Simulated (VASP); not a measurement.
# Gap of WS2 (Tungstenite), level by level, part 4 of 6

How does the gap of WS2 (Tungstenite) depend on the functional? The start is a cell from a database of measured crystal structures.

VASP 6.6.1, plane waves and PAW; the level of theory is named at each step.

Still holding for the runs below: Spin-orbit coupling is off here; with elements this heavy it splits and shifts levels by tenths of an eV or more.

So far, least gap on mesh and path (eV): step 2 (bands, level LDA, k 5×5×2) 0.913; step 5 (bands, level r2SCAN, k 5×5×2) 1.10; step 6 (bands, level TB-mBJ, k 5×5×2) 1.25; step 7 (bands, level BLYP, k 5×5×2) 1.01; step 8 (bands, level AM05, k 5×5×2) 0.984.

**9. Starting orbitals for the hybrid**

This step: PBE; plane waves and PAW (W, S) (VASP 6.6.1).

A hybrid converges badly from random orbitals, so a cheap semilocal run writes a WAVECAR on the same mesh first.

Input file INCAR:

```
SYSTEM = WS2
PREC = Accurate
ENCUT = 400
EDIFF = 1E-05
NELM = 100
ISMEAR = 0
SIGMA = 0.02
LREAL = .FALSE.
ALGO = Normal
GGA = PE
NBANDS = 24
LASPH = .TRUE.
LORBIT = 11
LWAVE = .TRUE.
LCHARG = .FALSE.
KPAR = 4
NCORE = 2
```

Input file POSCAR:

```
WS2
1.0
    3.1532000000      0.0000000000      0.0000000000
   -1.5766000000      2.7307513032      0.0000000000
    0.0000000000      0.0000000000     12.3230000000
W S
2 4
Direct
    0.3333333333      0.6666666667      0.2500000000
    0.6666666667      0.3333333333      0.7500000000
    0.3333333333      0.6666666667      0.6225000000
    0.6666666667      0.3333333333      0.1225000000
    0.3333333333      0.6666666667      0.8775000000
    0.6666666667      0.3333333333      0.3775000000
```

Input file KPOINTS:

```
Automatic mesh
0
Gamma
5 5 2
0 0 0
```

Potentials, in the order of the species: W and S (PBE family, release 64).

Started as:

```
> mpirun -np 8 vasp_std
```

Numbers of over 12 decimals in the logs are rounded to 6 here.

What it wrote:

```text
[... set-up lines as in an earlier step ...]
 entering main loop
       N       E                     dE             d eps       ncg     rms          rms(c)
DAV:   1     0.160371960029E+03    0.16037E+03   -0.14029E+04   480   0.108E+03
DAV:   2    -0.383621844885E+02   -0.19873E+03   -0.19129E+03   696   0.252E+02
DAV:   3    -0.499023540040E+02   -0.11540E+02   -0.11464E+02   648   0.602E+01
DAV:   4    -0.501426622945E+02   -0.24031E+00   -0.23984E+00   632   0.994E+00
DAV:   5    -0.501486518731E+02   -0.59896E-02   -0.59876E-02   672   0.137E+00    0.403E+01
DAV:   6    -0.477465040201E+02    0.24021E+01   -0.11079E+01   688   0.164E+01    0.183E+01
DAV:   7    -0.474613474092E+02    0.28516E+00   -0.34898E+00   648   0.106E+01    0.916E+00
DAV:   8    -0.473337075580E+02    0.12764E+00   -0.46648E-01   664   0.433E+00    0.135E+00
DAV:   9    -0.473292569951E+02    0.44506E-02   -0.65590E-02   656   0.140E+00    0.581E-01
DAV:  10    -0.473276029944E+02    0.16540E-02   -0.15818E-02   672   0.709E-01    0.329E-01
DAV:  11    -0.473275787602E+02    0.24234E-04   -0.16913E-03   696   0.247E-01    0.108E-01
DAV:  12    -0.473276043135E+02   -0.25553E-04   -0.37331E-04   656   0.119E-01    0.583E-02
DAV:  13    -0.473276123287E+02   -0.80152E-05   -0.24634E-05   552   0.299E-02
   1 F= -.47327612E+02 E0= -.47327612E+02  d E =-.603764E-19
 writing wavefunctions
```

The job ended after 7.8 s (8 MPI ranks of AMD EPYC 7R43, shared host; peak memory 1.2 GiB).

From OUTCAR (step 9):

```text
   k-points           NKPTS =     10   k-points in BZ     NKDIM =     10   number of bands    NBANDS=     24

   NELECT =      36.0000    total number of electrons

 E-fermi :   6.5066

 k-point     1 :       0.0000    0.0000    0.0000
  band No.  band energies     occupation
    ...
     14       4.2349      2.00000
     15       4.2349      2.00000
     16       4.9086      2.00000
     17       5.1775      2.00000
     18       6.3868      2.00000
     19       8.7281      0.00000
     20       8.7295      0.00000
     21       8.7408      0.00000
     22       8.7437      0.00000
     23       8.7757      0.00000
    ...

  Total        2.4304518      2.4304518      2.4742467      0.0000000     -0.0000000     -0.0000000
  in kB       36.6984296     36.6984296     37.3597072      0.0000000     -0.0000000     -0.0000000
  external PRESSURE =      36.9188554 kB  Pullay stress =       0.0000000 kB

 POSITION                                       TOTAL-FORCE (eV/Angst)
 -----------------------------------------------------------------------------------
     -0.00000      1.82050      3.08075        -0.000000     -0.000000     -0.000000
      1.57660      0.91025      9.24225         0.000000      0.000000     -0.000000
     -0.00000      1.82050      7.67107        -0.000000      0.000000     -0.057638
      1.57660      0.91025      1.50957         0.000000      0.000000     -0.057638
     -0.00000      1.82050     10.81343        -0.000000     -0.000000      0.057638
      1.57660      0.91025      4.65193         0.000000     -0.000000      0.057638
 -----------------------------------------------------------------------------------
    total drift:                               -0.000000      0.000000     -0.000000

  FREE ENERGIE OF THE ION-ELECTRON SYSTEM (eV)
  ---------------------------------------------------
  free  energy   TOTEN  =       -47.3276123287 eV

  energy  without entropy=      -47.3276123287  energy(sigma->0) =      -47.32761233

[... 8 parts as in an earlier step ...]

[... 8 further parts left out ...]
```

The gap is read on the k-mesh alone, so it is an upper bound where the band edges lie off the mesh.

A gap read on the k-mesh alone can miss the band edges.

Numbers from this step:

```yaml
scf_cycles: 13
bands: 24
free_energy_toten: -47.33 eV
fermi_energy: 6.507 eV
pressure: 3.692 GPa
conduction_bottom_at_k: 0.2, 0.2, 0
least_direct_gap_at_k: 0, 0, 0
gap_on_the_k_mesh: 1.071 eV
least_direct_gap_on_the_k_mesh: 2.341 eV
```

Force by atom:

```
atom  x (eV/Å)  y (eV/Å)  z (eV/Å)    size
  W1    0.0000    0.0000    0.0000  0.0000
  W2    0.0000    0.0000    0.0000  0.0000
  S3    0.0000    0.0000   -0.0576  0.0576
  S4    0.0000    0.0000   -0.0576  0.0576
  S5    0.0000    0.0000    0.0576  0.0576
  S6    0.0000    0.0000    0.0576  0.0576
```

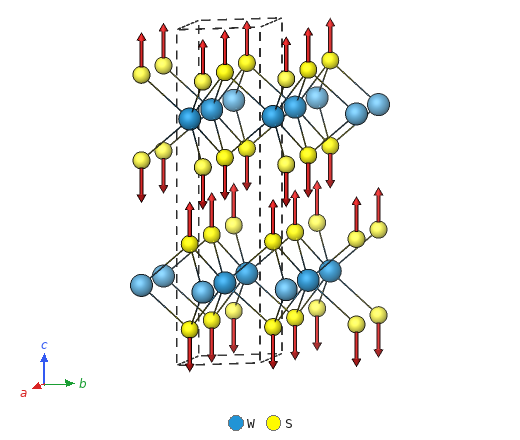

Force as arrows, the longest 0.0576 eV/Å. 2×2×1 cells are drawn. Some periodic images of atoms are drawn too.

**10. Bands with HSE06, k 5×5×2**

This step: HSE06; plane waves and PAW (W, S) (VASP 6.6.1).

HSE06 mixes in a quarter of exact exchange at short range, at far higher cost; in semiconductors this cures much of the gap error, while metals seldom gain.

Input file INCAR:

```
SYSTEM = WS2
PREC = Accurate
ENCUT = 400
EDIFF = 1E-06
NELM = 100
ISMEAR = 0
SIGMA = 0.02
LREAL = .FALSE.
ALGO = Normal
LHFCALC = .TRUE.
AEXX = 0.25
GGA = PE
HFSCREEN = 0.2
LASPH = .TRUE.
NBANDS = 24
PRECFOCK = Fast
LORBIT = 11
LWAVE = .FALSE.
LCHARG = .FALSE.
KPAR = 4
```

POSCAR is that of step 9.

KPOINTS is that of step 9.

Input file KPOINTS_OPT:

```
Line mode
6
Line-mode
Reciprocal
  0.00000000   0.00000000   0.00000000 GAMMA
  0.50000000   0.00000000   0.00000000 M

  0.50000000   0.00000000   0.00000000 M
  0.33333333   0.33333333   0.00000000 K

  0.33333333   0.33333333   0.00000000 K
  0.00000000   0.00000000   0.00000000 GAMMA

  0.00000000   0.00000000   0.00000000 GAMMA
  0.00000000   0.00000000   0.50000000 A

  0.00000000   0.00000000   0.50000000 A
  0.50000000   0.00000000   0.50000000 L

  0.50000000   0.00000000   0.50000000 L
  0.33333333   0.33333333   0.50000000 H

  0.33333333   0.33333333   0.50000000 H
  0.00000000   0.00000000   0.50000000 A

  0.50000000   0.00000000   0.50000000 L
  0.50000000   0.00000000   0.00000000 M

  0.33333333   0.33333333   0.00000000 K
  0.33333333   0.33333333   0.50000000 H
```

The run starts from files that an earlier step left in the folder.

Started as:

```
> mpirun -np 8 vasp_std
```

What it wrote:

```text
[banner, memory and clock lines left out]
running    8 mpi-ranks, on    1 nodes
[...]
|                                                                             |
|           W    W    AA    RRRRR   N    N  II  N    N   GGGG   !!!           |
|           W    W   A  A   R    R  NN   N  II  NN   N  G    G  !!!           |
|           W    W  A    A  R    R  N N  N  II  N N  N  G       !!!           |
|           W WW W  AAAAAA  RRRRR   N  N N  II  N  N N  G  GGG   !            |
|           WW  WW  A    A  R   R   N   NN  II  N   NN  G    G                |
|           W    W  A    A  R    R  N    N  II  N    N   GGGG   !!!           |
|                                                                             |
|     For optimal performance we recommend to set                             |
|       NCORE = 2 up to number-of-cores-per-socket                            |
|     NCORE specifies how many cores store one orbital (NPAR=cpu/NCORE).      |
|     This setting can greatly improve the performance of VASP for DFT.       |
[...]
DAV:   8    -0.565502592682E+02    0.44396E-06   -0.80803E-06   616   0.162E-02
   1 F= -.56550259E+02 E0= -.56550259E+02  d E =-.147661E-12
 Start KPOINTS_OPT (optional k-point list driver)
k-point batch [1-10\54]
       N       E                     dE             ncg
DAV:   1     0.204854965969E+04   -0.61979E+04      480
DAV:   2     0.214514447910E+02   -0.20271E+04      584
DAV:   3    -0.239750837618E+03   -0.26120E+03      624
DAV:   4    -0.254974688925E+03   -0.15224E+02      672
[...]
DAV:   8    -0.255564253821E+03   -0.10146E-03      536
DAV:   9    -0.255564262769E+03   -0.89473E-05      424
DAV:  10    -0.255564263703E+03   -0.93403E-06      408
[...]
k-point batch [51-54\54]
       N       E                     dE             ncg
DAV:   1     0.816405415386E+04   -0.45603E+04      192
DAV:   2     0.741430450572E+04   -0.74975E+03      224
DAV:   3     0.732285090714E+04   -0.91454E+02      256
DAV:   4     0.731946313849E+04   -0.33878E+01      256
DAV:   5     0.731939297261E+04   -0.70166E-01      256
DAV:   6     0.731939068665E+04   -0.22860E-02      240
DAV:   7     0.731939059467E+04   -0.91977E-04      232
DAV:   8     0.731939059043E+04   -0.42378E-05      200
DAV:   9     0.731939059023E+04   -0.20354E-06      160
```

It took 15 min on 8 MPI ranks; peak memory 2.1 GiB.

OUTCAR, selected parts (step 10):

```text
 POSITION                                       TOTAL-FORCE (eV/Angst)
 -----------------------------------------------------------------------------------
     -0.00000      1.82050      3.08075        -0.000000      0.000000      0.000000
      1.57660      0.91025      9.24225         0.000000     -0.000000      0.000000
     -0.00000      1.82050      7.67107         0.000000      0.000000      0.561618
      1.57660      0.91025      1.50957        -0.000000     -0.000000      0.561618
     -0.00000      1.82050     10.81343         0.000000      0.000000     -0.561618
      1.57660      0.91025      4.65193        -0.000000     -0.000000     -0.561618
 -----------------------------------------------------------------------------------
    total drift:                               -0.000004      0.000015     -0.000123

  FREE ENERGIE OF THE ION-ELECTRON SYSTEM (eV)
  ---------------------------------------------------
  free  energy   TOTEN  =       -56.5502592682 eV

  energy  without entropy=      -56.5502592682  energy(sigma->0) =      -56.55025927

[... 1 part as in an earlier step ...]

[... 2 further parts left out ...]
[key lines of the parts left out:]
E-fermi :   6.0896
```

Electronic bands along the path, in eV, zero at the valence-band top; v1 is the highest filled band, c1 the lowest empty one:

```
    point     v4     v3     v2     v1    c1    c2    c3    c4
        Γ  -2.38  -1.75  -1.32   0.00  3.07  3.08  3.08  3.09
        M  -2.19  -1.97  -1.93  -1.73  3.00  3.05  3.32  3.64
        K  -3.36  -3.36  -0.73  -0.51  1.81  1.81  2.77  4.14
        Γ  -2.38  -1.75  -1.32   0.00  3.07  3.08  3.08  3.09
        A  -2.42  -2.42  -0.36  -0.36  3.06  3.06  3.06  3.14
        L  -2.08  -2.08  -1.82  -1.82  3.02  3.02  3.50  3.50
        H  -3.55  -3.55  -0.63  -0.63  1.81  1.81  3.35  3.35
        A  -2.42  -2.42  -0.36  -0.36  3.06  3.06  3.09  3.15
jump to L  -2.08  -2.08  -1.82  -1.82  3.02  3.02  3.50  3.50
        M  -2.19  -1.97  -1.93  -1.73  3.00  3.05  3.32  3.64
jump to K  -3.36  -3.36  -0.73  -0.51  1.81  1.81  2.77  4.14
        H  -3.55  -3.55  -0.63  -0.63  1.81  1.81  3.35  3.35
```

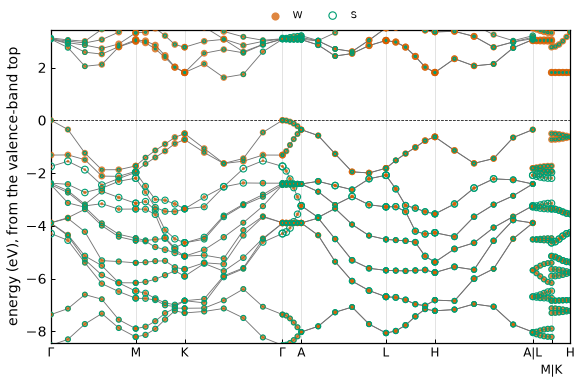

Electronic bands along the path; dots are coloured as in the legend, and their area grows with the weight.

The gap is 1.62 eV, indirect, from Γ to a point between the labelled ones. Against LDA that is +0.70 eV; this run took 21 times the core time, on fewer points of the path.

**11. Bands with r2SCAN0, k 5×5×2**

This step: r2SCAN0; plane waves and PAW (W, S) (VASP 6.6.1).

r2SCAN0 replaces a quarter of the r2SCAN exchange by unscreened exact exchange.

INCAR: that of step 10 with these lines changed.

```diff
@@ -11,4 +11,3 @@
 AEXX = 0.25
-GGA = PE
-HFSCREEN = 0.2
+METAGGA = R2SCAN
 LASPH = .TRUE.
@@ -16,2 +15,3 @@
 PRECFOCK = Fast
+HFRCUT = -1
 LORBIT = 11
```

POSCAR is that of step 10.

KPOINTS is that of step 10.

KPOINTS_OPT is that of step 10.

Started as:

```
> mpirun -np 8 vasp_std
```

What it wrote:

```text
[banner, memory and clock lines left out]
running    8 mpi-ranks, on    1 nodes
[...]
[... a notice as in an earlier step ...]

 [... a notice as in an earlier step ...]

 LDA part: xc-table for (None), standard interpolation
 found WAVECAR, reading the header
 POSCAR, INCAR and KPOINTS ok, starting setup
[...]
HFRCUT set to (new)   10.819583
 reading WAVECAR
 the WAVECAR file was read successfully
 initial charge from wavefunction
 entering main loop
       N       E                     dE             d eps       ncg     rms          rms(c)
DAV:   1    -0.131451371590E+03   -0.13145E+03   -0.25489E+00   480   0.165E+01    0.130E+01
DAV:   2    -0.131464877586E+03   -0.13506E-01   -0.83304E-02   544   0.150E+00    0.788E+00
DAV:   3    -0.131464792003E+03    0.85584E-04   -0.15509E-02   584   0.675E-01    0.472E+00
DAV:   4    -0.131464641376E+03    0.15063E-03   -0.15675E-03   600   0.256E-01    0.287E+00
[...]
DAV:   9    -0.131464464340E+03   -0.26646E-05   -0.20127E-06   456   0.100E-02    0.221E-01
[...]
DAV:  11    -0.131464466648E+03   -0.89162E-06   -0.38711E-07   320   0.414E-03
   1 F= -.13146447E+03 E0= -.13146447E+03  d E =-.311328E-13
 Start KPOINTS_OPT (optional k-point list driver)
k-point batch [1-10\54]
       N       E                     dE             ncg
DAV:   1     0.193814778901E+04   -0.63083E+04      480
DAV:   2    -0.200763464617E+03   -0.21389E+04      584
DAV:   3    -0.473037082023E+03   -0.27227E+03      616
DAV:   4    -0.487221919791E+03   -0.14185E+02      672
[...]
DAV:   8    -0.487745575198E+03   -0.48421E-04      504
DAV:   9    -0.487745578347E+03   -0.31493E-05      424
DAV:  10    -0.487745578612E+03   -0.26473E-06      400
[...]
k-point batch [51-54\54]
       N       E                     dE             ncg
DAV:   1     0.811227892768E+04   -0.46120E+04      192
DAV:   2     0.732834443562E+04   -0.78393E+03      216
DAV:   3     0.723188174156E+04   -0.96463E+02      256
DAV:   4     0.722777428290E+04   -0.41075E+01      248
DAV:   5     0.722770488538E+04   -0.69398E-01      256
DAV:   6     0.722770298009E+04   -0.19053E-02      240
DAV:   7     0.722770291767E+04   -0.62425E-04      232
DAV:   8     0.722770291523E+04   -0.24344E-05      184
DAV:   9     0.722770291511E+04   -0.12596E-06      160
```

Wall time 17 min (8 MPI ranks); peak memory 1.5 GiB; 2.3 h of CPU time.

OUTCAR, selected parts (step 11):

```text
 POSITION                                       TOTAL-FORCE (eV/Angst)
 -----------------------------------------------------------------------------------
     -0.00000      1.82050      3.08075         0.000000      0.000000      0.000000
      1.57660      0.91025      9.24225         0.000000     -0.000000      0.000000
     -0.00000      1.82050      7.67107        -0.000000     -0.000000      0.707487
      1.57660      0.91025      1.50957        -0.000000      0.000000      0.707487
     -0.00000      1.82050     10.81343        -0.000000     -0.000000     -0.707487
      1.57660      0.91025      4.65193         0.000000      0.000000     -0.707487
 -----------------------------------------------------------------------------------
    total drift:                                0.000000      0.000005     -0.000067

  FREE ENERGIE OF THE ION-ELECTRON SYSTEM (eV)
  ---------------------------------------------------
  free  energy   TOTEN  =      -131.4644666477 eV

  energy  without entropy=     -131.4644666477  energy(sigma->0) =     -131.46446665

[... 2 parts as in an earlier step ...]

[... 1 further part left out ...]
[key lines of the parts left out:]
E-fermi :   5.6541
```

Electronic bands along the path, in eV, zero at the valence-band top; v1 is the highest filled band, c1 the lowest empty one:

```
    point     v4     v3     v2     v1    c1    c2    c3    c4
        Γ  -2.49  -1.82  -1.37   0.00  3.88  3.90  3.92  3.92
        M  -2.27  -2.04  -1.98  -1.77  3.80  3.85  4.12  4.45
        K  -3.47  -3.47  -0.66  -0.42  2.48  2.48  3.53  4.95
        Γ  -2.49  -1.82  -1.37   0.00  3.88  3.90  3.91  3.92
        A  -2.52  -2.52  -0.37  -0.37  3.89  3.89  3.90  3.96
        L  -2.15  -2.15  -1.86  -1.86  3.83  3.83  4.31  4.31
        H  -3.68  -3.68  -0.55  -0.55  2.48  2.48  4.14  4.14
        A  -2.52  -2.52  -0.37  -0.37  3.89  3.89  3.92  3.98
jump to L  -2.15  -2.15  -1.86  -1.86  3.83  3.83  4.31  4.31
        M  -2.27  -2.04  -1.98  -1.77  3.80  3.85  4.12  4.45
jump to K  -3.47  -3.47  -0.66  -0.42  2.48  2.48  3.53  4.95
        H  -3.68  -3.68  -0.55  -0.55  2.48  2.48  4.14  4.14
```

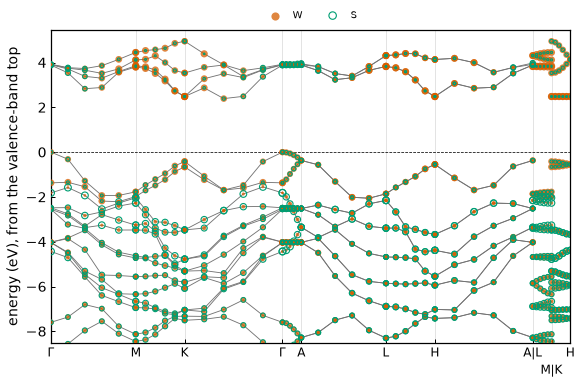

Electronic bands along the path; dots are coloured as in the legend, and their area grows with the weight.

The gap is 2.39 eV, indirect, from Γ to a point between the labelled ones. Against LDA that is +1.48 eV; this run took 23 times the core time, on fewer points of the path.

(Continued in part 5 of 6.)

[Lines on the potential files, build, host, timing and source positions are cut from VASP's logs without a mark.]

[Logs are printed without paths, hosts, clocks, repeated set-up lines and the standing remarks that a program may print on its own settings, such as how far it seeks lower states.]

[Hosts, paths, dates, database ids (printed as entryN), source tags and the programs' standing remarks are cut or masked in the printed files.]

[A measured line is paired with the nearest computed mode of its activity, which favours agreement.]
